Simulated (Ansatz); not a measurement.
# AlBH5NS: shift of H7 from Al3 to N4, part 3 of 3

How high is the barrier for the shift of H7 from Al3 to N4? Relax the two ends, then run a nudged elastic band between them. SMILES of the start: B[S][AlH][NH2].

Ansatz 0.2.0; RKS PBE/def2-mTZVP. Earlier steps stand in the parts before.

### Step 9. Frequencies at the highest image

The geometry is the highest inner image of the first converged band.

File input.yaml:

```yaml
crystal:
  periodic: [false, false, false]
  atoms:
    - { symbol: B, position_ang: [-1.792409, 0.775682, 0.013574] }
    - { symbol: S, position_ang: [-1.193253, 0.417971, 1.657224] }
    - { symbol: Al, position_ang: [0.530866, -1.019989, 1.175485] }
    - { symbol: "N", position_ang: [1.331169, -0.496245, -0.479429] }
    - { symbol: H, position_ang: [-2.724123, 1.524696, -0.082703] }
    - { symbol: H, position_ang: [-1.298819, 0.296205, -0.973945] }
    - { symbol: H, position_ang: [2.185026, -0.687697, 0.75561] }
    - { symbol: H, position_ang: [1.817339, -1.214959, -1.027726] }
    - { symbol: H, position_ang: [1.232606, 0.358037, -1.055189] }
basis:
  gaussian: { orbitals: def2-mTZVP }
hamiltonian:
  xc: pbe
phonons: {}
```

On the command line:

```
$ ansatz run input.yaml --threads 2 --pin off --max-ram 3072MiB --backend cpu --events-out ev --progress --plain --runs-dir out
```

The program printed (excerpt; [...] marks lines left out):

```text
Warning: RAYON_NUM_THREADS=2 ignored (pool sized by the plan → 2); use --threads N
[...]
Functional definition: PBE
[...]
989 factors; their error is unknown
[...]
mean field -19668.96193502 eV, -722.8210190109 hartree, gradient 7.4e-5 eV, S^2 0.000000; 0 other end points of the search recorded, 0 dependent functions left out
[...]
reference -19668.96197832 eV, -722.8210206020 hartree; 23, 23 occupied and 74, 74 virtual orbitals, 989 factors
[...]
989 factors; their error is unknown
[...]
WARN: phonons: modes at or below zero, which the zero-point energy, F, S and C_V leave out: 1, the lowest at -1282.82 cm⁻¹. A minimum has none, and a first-order saddle one
[...]
Atom 5 at    -1.298819     0.296205    -0.973945 Å, force    -0.001226    -0.002063     0.000296 eV/Å
Atom 6 at     2.185026    -0.687697     0.755610 Å, force     0.000060    -0.000276    -0.000707 eV/Å
Atom 7 at     1.817339    -1.214959    -1.027726 Å, force     0.000073     0.001415    -0.001071 eV/Å
Atom 8 at     1.232606     0.358037    -1.055189 Å, force    -0.000396     0.000745     0.001157 eV/Å
Dipole moment:     0.420911    -0.143656    -0.493428 e Å
Vibrations: -1282.82 46.84 145.06 184.93 279.36 340.88 386.16 548.80 606.73 747.78 793.67 816.67 923.35 1011.22 1183.63 1504.76 1562.32 2510.80 2604.17 3284.72 3463.70 cm⁻¹, zero-point energy 1.422442 eV
```

Run time: 52 s. Hardware: 2 threads of Arm Neoverse V1, shared host; peak memory 0.13 GiB.

Of 21 modes, 1 is imaginary by more than 30 cm⁻¹ (1283i cm⁻¹).

### Step 10. Dynamics from the top

It starts at the highest inner image of the first converged band: 200 steps of 0.5 fs at constant energy, with velocities drawn for 300 K.

Edit input.yaml of step 9 so:

```diff
@@ -16,2 +16,8 @@
   xc: pbe
-phonons: {}
+md:
+  timestep: 0.5
+  n_steps: 200
+  ensemble: nve
+  temperature: 300.0
+  initial_velocities: maxwell_boltzmann
+  seed: 2811
```

On the command line:

```
$ ansatz run input.yaml --threads 2 --pin off --max-ram 3072MiB --backend cpu --events-out ev --progress --plain --runs-dir out
```

The program printed (excerpt; [...] marks lines left out):

```text
Warning: RAYON_NUM_THREADS=2 ignored (pool sized by the plan → 2); use --threads N
[...]
[... 1 set-up line as earlier in the session ...]
[...]
989 factors; their error is unknown
[...]
mean field -19668.96193502 eV, -722.8210190109 hartree, gradient 7.4e-5 eV, S^2 0.000000; 0 other end points of the search recorded, 0 dependent functions left out
[...]
reference -19668.96197832 eV, -722.8210206020 hartree; 23, 23 occupied and 74, 74 virtual orbitals, 989 factors
[...]
md step    96: t =    48.00 fs  T =   791.3 K  F+E_penalty+E_count = -19669.40550725 eV  E_kin = 0.715961 eV  conserved = -19668.68954620 eV  (33 SCF iters)
md step    97: t =    48.50 fs  T =   797.6 K  F+E_penalty+E_count = -19669.41103507 eV  E_kin = 0.721689 eV  conserved = -19668.68934578 eV  (31 SCF iters)
md step    98: t =    49.00 fs  T =   817.1 K  F+E_penalty+E_count = -19669.42855970 eV  E_kin = 0.739360 eV  conserved = -19668.68919957 eV  (33 SCF iters)
```

### Step 11. More of the same log: dynamics from the highest image of the converged band

Output, continued (excerpt; [...] marks lines left out):

```text
md step    99: t =    49.50 fs  T =   852.4 K  F+E_penalty+E_count = -19669.46041750 eV  E_kin = 0.771255 eV  conserved = -19668.68916215 eV  (33 SCF iters)
[...]
md step   124: t =    62.00 fs  T =  1964.1 K  F+E_penalty+E_count = -19670.46780040 eV  E_kin = 1.777125 eV  conserved = -19668.69067524 eV  (31 SCF iters)
[...]
Atom 5 at    -1.914484     0.415067    -0.899123 Å, force    -0.102716     0.503371     0.969525 eV/Å
Atom 6 at     1.988583    -0.914137     1.846854 Å, force    -0.617339    -0.214453     0.751050 eV/Å
Atom 7 at     2.379154    -1.353604    -0.493231 Å, force    -0.004730     0.390575     0.273230 eV/Å
Atom 8 at     1.094207    -1.186969    -1.420196 Å, force    -0.093088     0.623059    -0.402224 eV/Å
Dipole moment:     0.009087    -0.598742    -0.218742 e Å
```

Wall time 5.3 min (2 threads of Arm Neoverse V1, shared host); peak memory 0.13 GiB.

### Step 12. What the atoms did

One step in 8; energies are changes from step 0:

| time (fs) | T (K) | potential energy change (meV/atom) | total energy change (meV/atom) | H7–Al3 (Å) | H7–N4 (Å) |
| --- | --- | --- | --- | --- | --- |
| 0.0 | 300 | 0.0 | 0.00 | 1.74 | 1.51 |
| 4.0 | 249 | 5.2 | 0.11 | 1.77 | 1.66 |
| 8.0 | 454 | -15.3 | 0.15 | 1.74 | 1.85 |
| 12.0 | 1120 | -82.4 | 0.10 | 1.66 | 2.16 |
| 16.0 | 1957 | -166.5 | 0.06 | 1.67 | 2.62 |
| 20.0 | 2366 | -207.8 | -0.10 | 1.82 | 3.12 |
| 24.0 | 2015 | -172.4 | 0.03 | 1.96 | 3.46 |
| 28.0 | 1783 | -149.0 | 0.03 | 1.95 | 3.53 |
| 32.0 | 1794 | -150.3 | -0.09 | 1.76 | 3.35 |
| 36.0 | 1241 | -94.5 | 0.12 | 1.53 | 3.05 |
| 40.0 | 978 | -68.1 | 0.01 | 1.56 | 2.90 |
| 44.0 | 856 | -55.9 | 0.05 | 1.77 | 2.88 |
| 48.0 | 791 | -49.3 | 0.10 | 1.87 | 2.80 |
| 52.0 | 1200 | -90.5 | -0.01 | 1.77 | 2.61 |
| 56.0 | 1520 | -122.5 | 0.09 | 1.59 | 2.43 |
| 60.0 | 1889 | -159.8 | 0.01 | 1.60 | 2.51 |
| 64.0 | 1922 | -163.1 | 0.01 | 1.82 | 2.81 |
| 68.0 | 1646 | -135.2 | 0.09 | 1.98 | 3.07 |
| 72.0 | 1692 | -139.9 | -0.02 | 1.93 | 3.14 |
| 76.0 | 1640 | -134.8 | -0.07 | 1.70 | 3.01 |
| 80.0 | 961 | -66.4 | 0.09 | 1.50 | 2.85 |
| 84.0 | 723 | -42.4 | 0.06 | 1.57 | 2.84 |
| 88.0 | 923 | -62.5 | 0.10 | 1.75 | 2.90 |
| 92.0 | 1401 | -110.7 | 0.03 | 1.79 | 2.83 |
| 96.0 | 1818 | -152.6 | 0.02 | 1.70 | 2.65 |
| 100.0 | 1922 | -163.1 | 0.01 | 1.62 | 2.49 |

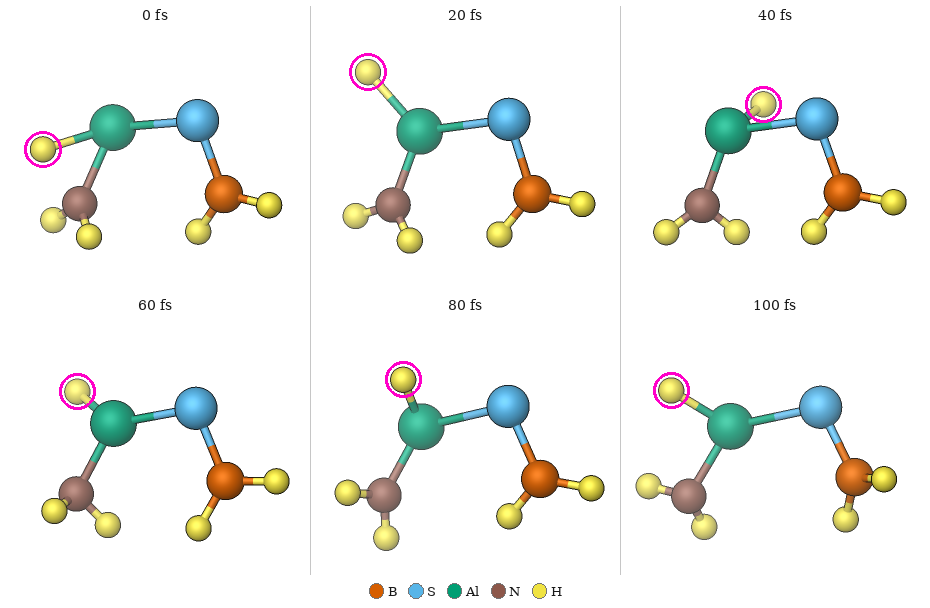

Six frames of the run, seen from a chosen angle. Sticks join atoms within a bonding distance in each frame.

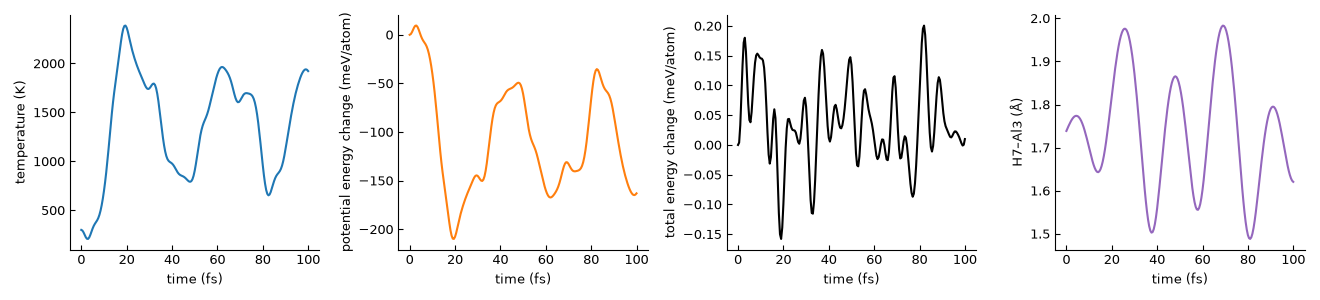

Traces against time; each panel has its own scale.

The last frame stands with the bonds of end A.

### Step 13. Dynamics from the top

It starts at the highest inner image of the first converged band: 200 steps of 0.5 fs at constant energy, with velocities drawn for 100 K.

Edit input.yaml of step 10 so:

```diff
@@ -20,4 +20,4 @@
   ensemble: nve
-  temperature: 300.0
+  temperature: 100.0
   initial_velocities: maxwell_boltzmann
-  seed: 2811
+  seed: 2812
```

On the command line:

```
$ ansatz run input.yaml --threads 2 --pin off --max-ram 3072MiB --backend cpu --events-out ev --progress --plain --runs-dir out
```

The program printed (excerpt; [...] marks lines left out):

```text
Warning: RAYON_NUM_THREADS=2 ignored (pool sized by the plan → 2); use --threads N
[...]
[... 1 set-up line as earlier in the session ...]
[...]
989 factors; their error is unknown
[...]
mean field -19668.96193502 eV, -722.8210190109 hartree, gradient 7.4e-5 eV, S^2 0.000000; 0 other end points of the search recorded, 0 dependent functions left out
[...]
reference -19668.96197832 eV, -722.8210206020 hartree; 23, 23 occupied and 74, 74 virtual orbitals, 989 factors
[...]
md step    96: t =    48.00 fs  T =  1047.3 K  F+E_penalty+E_count = -19669.81609081 eV  E_kin = 0.947619 eV  conserved = -19668.86847181 eV  (31 SCF iters)
md step    97: t =    48.50 fs  T =  1069.5 K  F+E_penalty+E_count = -19669.83867410 eV  E_kin = 0.967669 eV  conserved = -19668.87100506 eV  (31 SCF iters)
md step    98: t =    49.00 fs  T =  1134.1 K  F+E_penalty+E_count = -19669.90135196 eV  E_kin = 1.026129 eV  conserved = -19668.87522254 eV  (31 SCF iters)
```

### Step 14. The output, continued: dynamics from the highest image of the converged band

The log, continued (excerpt; [...] marks lines left out):

```text
md step    99: t =    49.50 fs  T =  1173.7 K  F+E_penalty+E_count = -19669.93928923 eV  E_kin = 1.061955 eV  conserved = -19668.87733389 eV  (31 SCF iters)
[...]
md step   124: t =    62.00 fs  T =   604.4 K  F+E_penalty+E_count = -19669.41721161 eV  E_kin = 0.546903 eV  conserved = -19668.87030837 eV  (32 SCF iters)
[...]
Atom 5 at    -1.111960     0.519372    -1.055695 Å, force     0.083391     0.023288     0.014683 eV/Å
Atom 6 at     2.202176    -0.046057    -0.640921 Å, force     0.854208    -0.667219    -1.566036 eV/Å
Atom 7 at     1.838780    -0.219053    -2.374254 Å, force     1.127424     0.435296    -1.502207 eV/Å
Atom 8 at     0.902534     0.465785    -1.179386 Å, force    -1.655672     1.043390    -0.819478 eV/Å
Dipole moment:     0.452811    -0.054859    -0.075041 e Å
```

It took 5.1 min on 2 threads of Arm Neoverse V1, shared host; peak memory 0.13 GiB.

### Step 15. Frames and traces

The trajectory, every 8 steps (energies from step 0):

| time (fs) | T (K) | potential energy change (meV/atom) | total energy change (meV/atom) | H7–Al3 (Å) | H7–N4 (Å) |
| --- | --- | --- | --- | --- | --- |
| 0.0 | 100 | 0.0 | 0.00 | 1.74 | 1.51 |
| 4.0 | 74 | 2.7 | 0.03 | 1.75 | 1.47 |
| 8.0 | 88 | 1.2 | 0.05 | 1.77 | 1.41 |
| 12.0 | 310 | -21.0 | 0.13 | 1.81 | 1.28 |
| 16.0 | 962 | -87.1 | -0.36 | 1.96 | 0.98 |
| 20.0 | 1025 | -93.2 | -0.22 | 2.41 | 1.11 |
| 24.0 | 1097 | -100.2 | 0.01 | 2.71 | 1.17 |
| 28.0 | 1173 | -107.4 | 0.46 | 2.76 | 0.92 |
| 32.0 | 883 | -78.5 | 0.18 | 3.11 | 1.17 |
| 36.0 | 1448 | -136.2 | -0.72 | 3.19 | 1.02 |
| 40.0 | 1192 | -110.3 | -0.54 | 3.40 | 1.03 |
| 44.0 | 849 | -75.1 | 0.11 | 3.63 | 1.15 |
| 48.0 | 1047 | -94.9 | 0.33 | 3.52 | 0.92 |
| 52.0 | 709 | -61.1 | 0.17 | 3.78 | 1.15 |
| 56.0 | 1158 | -106.8 | -0.51 | 3.78 | 1.02 |
| 60.0 | 1048 | -95.8 | -0.43 | 3.84 | 1.04 |
| 64.0 | 626 | -52.7 | 0.13 | 3.93 | 1.15 |
| 68.0 | 1011 | -91.5 | 0.12 | 3.73 | 0.94 |
| 72.0 | 560 | -46.1 | 0.13 | 3.73 | 1.12 |
| 76.0 | 881 | -79.0 | -0.43 | 3.58 | 1.00 |
| 80.0 | 817 | -72.3 | -0.28 | 3.49 | 1.04 |
| 84.0 | 580 | -48.3 | 0.02 | 3.54 | 1.11 |
| 88.0 | 779 | -68.3 | -0.07 | 3.62 | 0.96 |
| 92.0 | 429 | -33.0 | 0.09 | 3.67 | 1.13 |
| 96.0 | 910 | -81.8 | -0.32 | 3.51 | 1.00 |
| 100.0 | 644 | -54.8 | -0.11 | 3.32 | 1.04 |

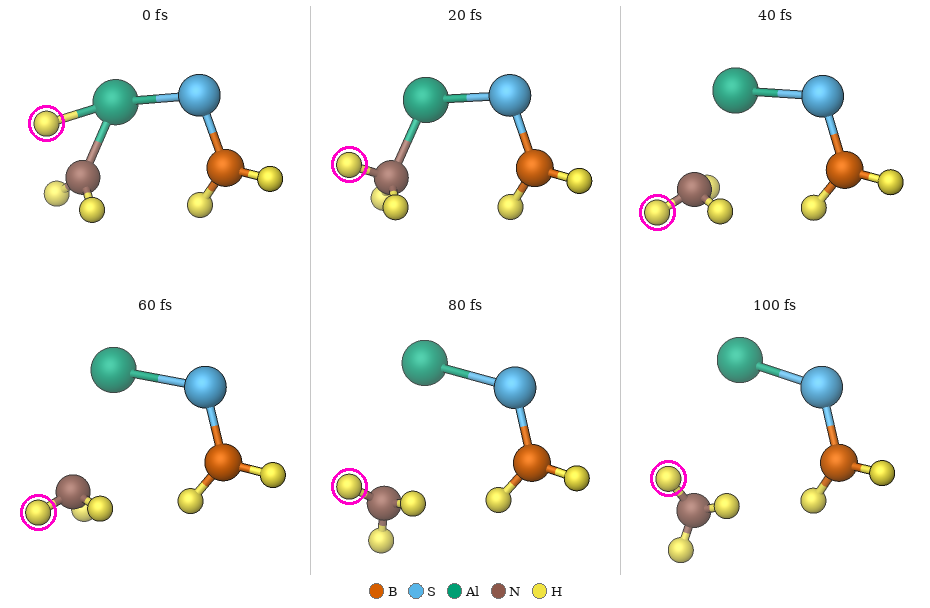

Six frames of the run, seen from a chosen angle. Sticks join atoms within a bonding distance in each frame.

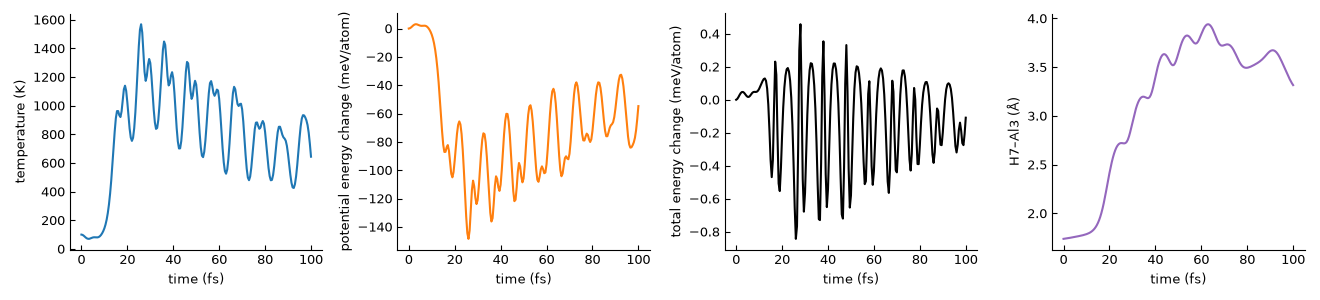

Traces against time; each panel has its own scale.

Bonds that form or break, judged by distance (formed within 1.15 times the sum of covalent radii and held on average over 12 fs, broken when stretched by half; pairs already stretched at the start don't count as bonds):

| time (fs) | bond | event |
| --- | --- | --- |
| 14.5 | N4–H7 | forms |
| 19.0 | Al3–H7 | breaks |
| 55.0 | Al3–N4 | breaks |

The last frame stands with a bonding of neither end.

### Step 16. Results

What follows sums up all 3 parts.

| quantity | value |
| --- | --- |
| end A | 26 moves, 1.374 eV lower |
| end B | 21 moves, 1.969 eV lower |
| barrier forwards | 2.50 eV |
| barrier backwards | 1.75 eV |
| second end relative to first | +0.746 eV |
| highest image | 3 of 0 to 8, climbing |
| band iterations | 40 |
| imaginary modes at the top | 1283i cm⁻¹ |
| trajectory at 300 K, after 100 fs | with the bonds of end A, at 1922 K |
| trajectory at 100 K, after 100 fs | with a bonding of neither end, at 644 K |

In words: Along this path the system climbs 2.50 eV from the first end (97 kT at 300 K), which at an assumed attempt frequency of 10^13 s⁻¹ means a rate near 10^-29 s⁻¹. Going back costs 1.75 eV, since the second end is 0.75 eV above the first. By distance, end A alone has Al3–H7 and end B alone has N4–H7. One imaginary mode, as a first-order saddle point has. Zero-point energy and entropy are left out. Tunnelling, which matters where hydrogen moves, is missing too. Semilocal functionals tend to give barriers that are too low.
